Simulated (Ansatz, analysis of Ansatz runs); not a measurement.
# Hyperfine coupling of the neutral bond-centred H (muonium) in Ge (r2SCAN)

Subject: neutral bond-centred H (muonium) in Ge. Wanted: its hyperfine coupling, in one set-up (r2SCAN, 128-site cell, r2SCAN lattice, 500 eV, k: the single point 1/4 1/4 1/4). The model is a cell of 128 host atoms with 1 H put in. The isotropic coupling follows from the spin density at the nucleus, the nuclear g-factor and the total spin. A meta-GGA costs about twice a GGA and mends lattice constants and part of the gap.

What was measured. 1H (muon value / 3.1833) (muon value divided by the ratio of moments 3.1833; muon (Mu, light H isotope)), printed as -96.5 MHz: -30.31 MHz, by muon spin resonance (leading '2' in as_printed is a garbled minus sign) (quoted in “Muonium as a hydrogen analogue in silicon and germanium: Quantum effects and hyperfine parameters”, 1999, A. R. Porter, M. D. Towler, and R. J. Needs, quoting earlier work (1988)).

Calculated with Ansatz 0.2.0; plane-wave PAW DFT, r2SCAN; relaxation of all atoms of a defect supercell.

## (1) The starting structure

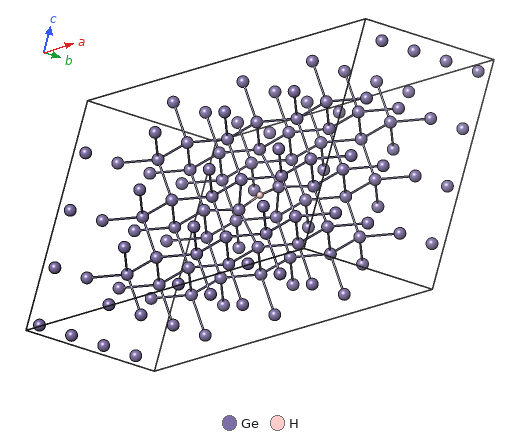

The starting structure, seen slightly off an axis (germanium purple, hydrogen pink). Bonds to atoms that aren't drawn are left out.

The cell holds 129 atoms: 128 Ge and 1 H. Cell: a = 16.049 Å, b = 16.049 Å, c = 16.049 Å, α = 60.0°, β = 60.0°, γ = 60.0°. It derives from Ge (space group Fd-3m). Nearest the centre at fractional (0.417, 0.388, 0.413): H129 at 0.00 Å, Ge44 at 1.69 Å, Ge43 at 1.69 Å, Ge36 at 2.91 Å, Ge75 at 2.99 Å, Ge45 at 3.03 Å, Ge42 at 3.17 Å, Ge12 at 3.21 Å.

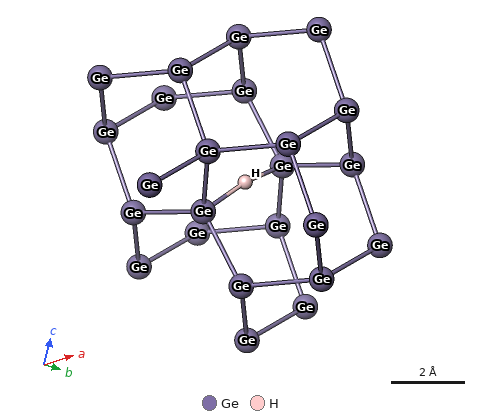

The atoms within 5 Å of the centre.

The host's primitive cell comes from a first run (plane-wave PAW DFT, r2SCAN; relaxation of the host's cell and atoms): vectors of 4.012, 4.012 and 4.012 Å. That is 22.83 Å³ an atom, 0.9 % over the diffraction cell's volume. The supercell is built on it.

## (2) Relaxation, charge 0

Every later number rests on the structure around the defect, so the atoms are relaxed at the host's lattice first.

Contents of relax/input.yaml:

```yaml
relax:
  f_tol: 0.02
  max_steps: 80
  random_displacement: { amplitude: 0.02, seed: 104 }
crystal:
  lattice:
    - [0.0, 11.34805325, 11.34805325]
    - [11.34805325, 0.0, 11.34805325]
    - [11.34805325, 11.34805325, 0.0]
  atoms:
    - { symbol: Ge, position: [0.125, 0.125, 0.125] }
    - { symbol: Ge, position: [0.1875, 0.1875, 0.1875] }
[... 1 atom line left out ...]
    - { symbol: Ge, position: [0.1875, 0.1875, 0.4375] }
[... 1 atom line left out ...]
    - { symbol: Ge, position: [0.1875, 0.1875, 0.6875] }
[... 3 atom lines left out ...]
    - { symbol: Ge, position: [0.1875, 0.4375, 0.1875] }
    - { symbol: Ge, position: [0.125, 0.375, 0.375] }
    - { symbol: Ge, position: [0.1875, 0.4375, 0.4375] }
    - { symbol: Ge, position: [0.125, 0.375, 0.625] }
    - { symbol: Ge, position: [0.1875, 0.4375, 0.6875] }
[... 3 atom lines left out ...]
    - { symbol: Ge, position: [0.1875, 0.6875, 0.1875] }
    - { symbol: Ge, position: [0.125, 0.625, 0.375] }
    - { symbol: Ge, position: [0.1875, 0.6875, 0.4375] }
    - { symbol: Ge, position: [0.125, 0.625, 0.625] }
[... 12 atom lines left out ...]
    - { symbol: Ge, position: [0.4375, 0.1875, 0.1875] }
    - { symbol: Ge, position: [0.375, 0.125, 0.375] }
    - { symbol: Ge, position: [0.4375, 0.1875, 0.4375] }
    - { symbol: Ge, position: [0.375, 0.125, 0.625] }
    - { symbol: Ge, position: [0.4375, 0.1875, 0.6875] }
    - { symbol: Ge, position: [0.375, 0.125, 0.875] }
[... 1 atom line left out ...]
    - { symbol: Ge, position: [0.375, 0.375, 0.125] }
    - { symbol: Ge, position: [0.4375, 0.4375, 0.1875] }
    - { symbol: Ge, position: [0.363782217, 0.363782217, 0.363782217] }
    - { symbol: Ge, position: [0.448717783, 0.448717783, 0.448717783] }
    - { symbol: Ge, position: [0.375, 0.375, 0.625] }
    - { symbol: Ge, position: [0.4375, 0.4375, 0.6875] }
[... 2 atom lines left out ...]
    - { symbol: Ge, position: [0.375, 0.625, 0.125] }
    - { symbol: Ge, position: [0.4375, 0.6875, 0.1875] }
    - { symbol: Ge, position: [0.375, 0.625, 0.375] }
    - { symbol: Ge, position: [0.4375, 0.6875, 0.4375] }
    - { symbol: Ge, position: [0.375, 0.625, 0.625] }
[... 8 atom lines left out ...]
    - { symbol: Ge, position: [0.4375, 0.9375, 0.6875] }
[... 2 atom lines left out ...]
    - { symbol: Ge, position: [0.625, 0.125, 0.125] }
    - { symbol: Ge, position: [0.6875, 0.1875, 0.1875] }
    - { symbol: Ge, position: [0.625, 0.125, 0.375] }
    - { symbol: Ge, position: [0.6875, 0.1875, 0.4375] }
    - { symbol: Ge, position: [0.625, 0.125, 0.625] }
    - { symbol: Ge, position: [0.6875, 0.1875, 0.6875] }
[... 2 atom lines left out ...]
    - { symbol: Ge, position: [0.625, 0.375, 0.125] }
    - { symbol: Ge, position: [0.6875, 0.4375, 0.1875] }
    - { symbol: Ge, position: [0.625, 0.375, 0.375] }
    - { symbol: Ge, position: [0.6875, 0.4375, 0.4375] }
    - { symbol: Ge, position: [0.625, 0.375, 0.625] }
[... 3 atom lines left out ...]
    - { symbol: Ge, position: [0.625, 0.625, 0.125] }
[... 1 atom line left out ...]
    - { symbol: Ge, position: [0.625, 0.625, 0.375] }
[... 8 atom lines left out ...]
    - { symbol: Ge, position: [0.6875, 0.9375, 0.4375] }
[... 6 atom lines left out ...]
    - { symbol: Ge, position: [0.875, 0.125, 0.375] }
[... 29 atom lines left out ...]
    - { symbol: H, position: [0.417131, 0.388349, 0.41327] }
basis:
  ecutwfc: 500
  xc_grid: 2
hamiltonian:
  xc: r2scan
kpoints:
  mp_grid: { grid: [1, 1, 1], shift: [0.25, 0.25, 0.25] }
magnetization:
  spin_polarized: true
  initial_magnetization: 1
  spin_locking: { lock_magnetization: hard }
scf:
  occupations: { method: fermi_dirac, width: 0.01 }
  max_iter: 120
output:
  forces: true
checkpoint:
  write: "../relax.run"
  compress: false
  write_wavefunctions: true
  write_every: 100000
```

Started as:

```sh
ansatz run input.yaml --threads 32 --pin off --max-ram 84787MiB --backend cuda --events-out ev --progress --plain --runs-dir out --max-vram 78GiB
```

Log:

```text
Warning: This run holds its total moment fixed (magnetization.spin_locking.lock_magnetization: hard) and mixes its density by anderson or broyden (scf.mixing.algorithm, typed or taken by auto). Slabs  [...]
Engine: ansatz 0.2.0, aarch64-unknown-linux-gnu
[...]
Pseudopotential: Ge, paw, valence charge 14, recommended cutoff 500 eV (meta_gga), Ge.paw.azcp
Pseudopotential: H, paw, valence charge 1, recommended cutoff 500 eV (meta_gga), H.paw.azcp
Functional definition: r2SCAN
[...]
Crystal: 129 atoms, lattice volume = 2922.766 Å³
Basis set: ecut = 500 eV, 74249 PW (Γ), exchange–correlation on 240×240×240 points (8 copies of the dense FFT grid, shifted against one another)
Bands: 1077, of which v1, the nominal top of the filled ones, is band 897 counted from 1 (896 counted from 0)
[...]
k-points: 1
[...]
Functional: x = r2scan, c = r2scan; τ floored in thin density (d = 2e-4 eV/Å³)
[...]
SCF iter   1: F=—  HF=-550775.175410 eV  |Δ(HF+E_count)|=         —  Δρ=1.88e-2 (↑1.83e-2 ↓1.88e-2)  dr2=3.27e1  dr2_τ=8.92e-2  dr2_m=1.80e-2  M=1.000 μB ∫|m|=1.039 μB  Hψ=9984
[...]
SCF 8 converged in 2 iterations: F = -550779.493783 eV  dr2 = 3.43e-8
[...]
SCF converged after 2 iterations
[...]
Magnetization: 1.0000 μB (897.0000 up, 896.0000 down)
Absolute magnetization: 1.2768 μB (∫|ρ↑−ρ↓|, with the PAW one-centre terms)
[...]
Free energy (F): -550779.493783 eV
[...]
Fermi energy:    8.677140 (↑ 8.727719, ↓ 8.432104) eV
--- Per-component energies (eV) ---
[...]
--- Forces (eV/Å), atoms counted from 1 ---
[...]
--- Band table (eV) ---
[...]
--- Relaxed structure (7 steps of the walk, 7 accepted, 0 SCFs on fresh bases) ---
[...]
```

It took 46 s on 1 × NVIDIA GB200 with 32 threads of Arm Neoverse V2, shared host; peak memory 11 GiB.

Step by step:

```csv
step,energy less that of the first step (eV),largest force component (eV/Å)
1,0.0000,0.7954
2,-0.5393,0.2339
3,-0.5753,0.0698
4,-0.5786,0.0501
5,-0.5811,0.0318
6,-0.5816,0.0178
7,-0.5816,0.0178
```

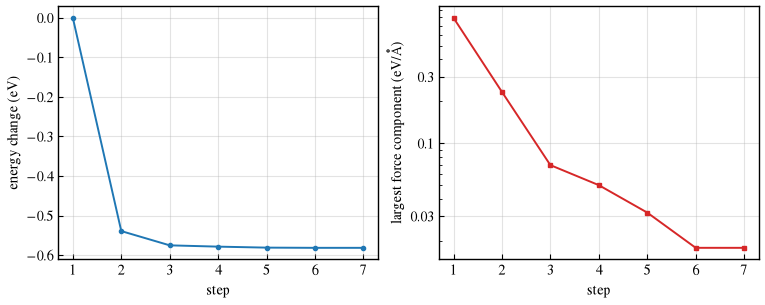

Energy and largest force along the relaxation.

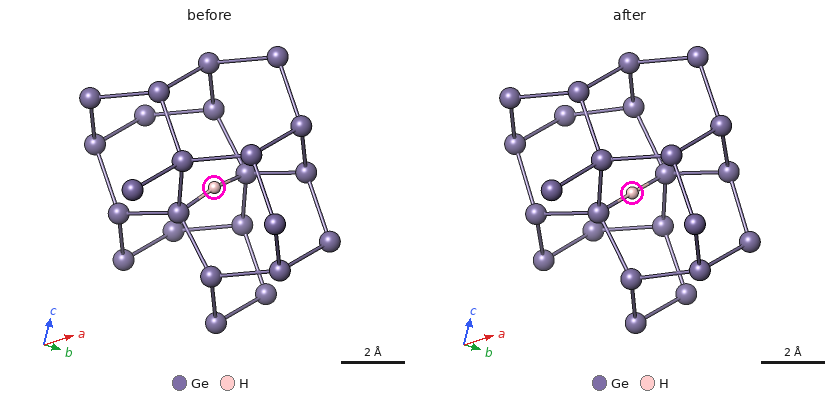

Before and after: the atoms that start within 5 Å of the centre. H129, which moves most, is ringed if it is among them.

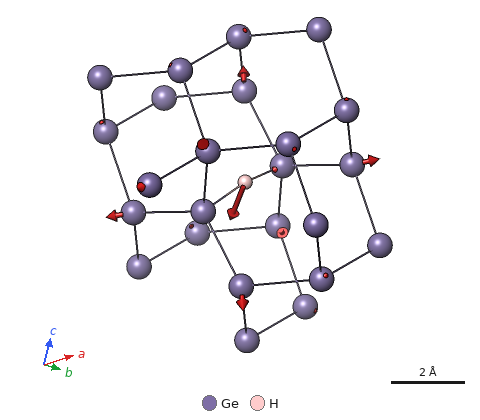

Displacements in the relaxation from the typed sites near the centre, exaggerated; the longest in the cell stands for 0.24 Å.

The atoms that moved most (Å, from the sites as typed, ahead of the random displacement):

```csv
atom,dx,dy,dz,length
H129,0.114,-0.200,0.070,0.241
Ge36,-0.066,0.029,-0.066,0.097
Ge75,-0.028,0.064,0.062,0.093
Ge45,0.062,0.064,-0.028,0.093
Ge42,-0.063,-0.061,0.029,0.093
Ge12,0.029,-0.061,-0.063,0.093
Ge51,0.060,-0.027,0.060,0.089
Ge35,-0.041,-0.019,-0.041,0.061
```

Neighbours of H129 at the end:

```csv
atom,distance (Å)
Ge44,1.653
Ge43,1.665
Ge36,3.175
Ge12,3.181
Ge42,3.182
Ge45,3.187
Ge75,3.187
Ge51,3.194
```

Numbers from this step:

| Quantity | Value |
| --- | --- |
| free energy | -550779.4938 eV |
| total moment | 1.0000 μB |
| integral of the absolute spin density | 1.277 μB |
| spin contamination | 0.001136 |

The relaxation ends 4.5 meV an atom lower than the displaced start, with a largest force component of 0.018 eV/Å.

## (3) Contact spin densities

The relaxed structure is kept, and the final numbers are taken at the final level and k-points.

This step: plane-wave PAW DFT, r2SCAN; single point of a defect supercell.

Contents of point/input.yaml:

```yaml
crystal:
  lattice:
    - [0.0, 11.34805325, 11.34805325]
    - [11.34805325, 0.0, 11.34805325]
    - [11.34805325, 11.34805325, 0.0]
  atoms:
    - { symbol: Ge, position: [0.124836375, 0.124602608, 0.124743399] }
    - { symbol: Ge, position: [0.187486647, 0.187257535, 0.18740538] }
[... 9 atom lines left out ...]
    - { symbol: Ge, position: [0.180797033, 0.438679782, 0.438856978] }
[... 23 atom lines left out ...]
    - { symbol: Ge, position: [0.438843601, 0.180443772, 0.438766681] }
[... 1 atom line left out ...]
    - { symbol: Ge, position: [0.438573879, 0.186528065, 0.687706485] }
[... 3 atom lines left out ...]
    - { symbol: Ge, position: [0.438912253, 0.438675115, 0.180732395] }
    - { symbol: Ge, position: [0.363754179, 0.363573165, 0.363702641] }
    - { symbol: Ge, position: [0.448162935, 0.447921267, 0.448106995] }
    - { symbol: Ge, position: [0.373928639, 0.373679311, 0.631745985] }
[... 5 atom lines left out ...]
    - { symbol: Ge, position: [0.373860886, 0.631502459, 0.373768035] }
[... 15 atom lines left out ...]
    - { symbol: Ge, position: [0.62594795, 0.124723232, 0.37406459] }
    - { symbol: Ge, position: [0.687774695, 0.186530672, 0.438499528] }
[... 6 atom lines left out ...]
    - { symbol: Ge, position: [0.631843899, 0.373687784, 0.373835946] }
[... 53 atom lines left out ...]
    - { symbol: H, position: [0.406430904, 0.405274103, 0.406377593] }
basis:
  ecutwfc: 500
  xc_grid: 2
hamiltonian:
  xc: r2scan
kpoints:
  mp_grid: { grid: [1, 1, 1], shift: [0.25, 0.25, 0.25] }
magnetization:
  spin_polarized: true
  initial_magnetization: 1
  spin_locking: { lock_magnetization: hard }
scf:
  occupations: { method: fermi_dirac, width: 0.01 }
  max_iter: 120
output:
  forces: true
  efg: {}
  eigenvalues: true
checkpoint:
  read: "../relax.run"
```

Log:

```text
[...]
Crystal: 129 atoms, lattice volume = 2922.766 Å³
Basis set: ecut = 500 eV, 74249 PW (Γ), exchange–correlation on 240×240×240 points (8 copies of the dense FFT grid, shifted against one another)
Bands: 1077, of which v1, the nominal top of the filled ones, is band 897 counted from 1 (896 counted from 0)
[...]
k-points: 1
[...]
SCF 1 converged in 2 iterations: F = -550779.493783 eV  dr2 = 1.99e-8
[...]
SCF converged after 2 iterations
Magnetization: 1.0000 μB (897.0000 up, 896.0000 down)
Absolute magnetization: 1.2768 μB (∫|ρ↑−ρ↓|, with the PAW one-centre terms)
[...]
Free energy (F): -550779.493783 eV
[...]
Fermi energy:    8.677140 (↑ 8.727719, ↓ 8.432104) eV
[...]
--- Forces (eV/Å), atoms counted from 1 ---
[...]
--- PAW observables at the nuclei: V_zz in 10²¹ V/m², potentials from the cell's mean, atoms counted from 1 ---
[...]
--- Band table (eV) ---
[...]
```

It took 12 s on 1 × NVIDIA GB200 with 32 threads; peak memory 5.5 GiB; 2.9 min of CPU time.

Read from the output:

- free energy: -550779.4938 eV
- total moment: 1 μB
- integral of the absolute spin density: 1.277 μB
- spin contamination: 0.001136

The atoms' spheres hold 0.51 of the 1 μB, none over 0.01 μB.

Contact couplings A = (2/3) μ0 ge μB gN μN ρs / (2S h), for each element's most abundant magnetic isotope:

```csv
atom,isotope,distance from the centre (Å),contact spin density (e/Å³),A (MHz)
Ge44,73Ge,1.66,1.46,-33.9
Ge43,73Ge,1.69,1.26,-29.2
Ge36,73Ge,3.01,1.10,-25.5
Ge42,73Ge,3.27,1.10,-25.5
Ge12,73Ge,3.30,1.10,-25.5
Ge45,73Ge,3.12,0.941,-21.8
Ge75,73Ge,3.08,0.940,-21.8
Ge51,73Ge,3.37,0.938,-21.7
Ge111,73Ge,8.09,0.859,-19.9
Ge63,73Ge,7.92,0.858,-19.9
```

## (4) Results

```json
{"1H (muon value / 3.1833)": "1.6 MHz", "integral of the absolute spin density": "1.28 μB", "time of the whole chain": "59 s on 32 threads and a graphics card"}
```

1H (muon value / 3.1833): computed 1.6 MHz, measured -30.31 MHz (muon value divided by the ratio of moments 3.1833; muon (Mu, light H isotope)); 31.9 MHz (105 %) away from, with the other sign than, the measurement. The spin is not held on one site here (at most 0.01 μB on an atom), so the state computed is not the localised centre that was measured. Only the isotropic (Fermi contact) part is computed, with core polarisation; no vibrational averaging.

[Logs are printed without paths, hosts, clocks, repeated set-up lines and the standing remarks that a program may print on its own settings, such as how far it seeks lower states.]

[Hosts, paths, dates, database ids (printed as entryN), source tags and the programs' standing remarks are cut or masked in the printed files.]

[For some hosts the program warned that the k-mesh of the response run may be too coarse for force constants and the static dielectric constant; such warnings are not shown here.]
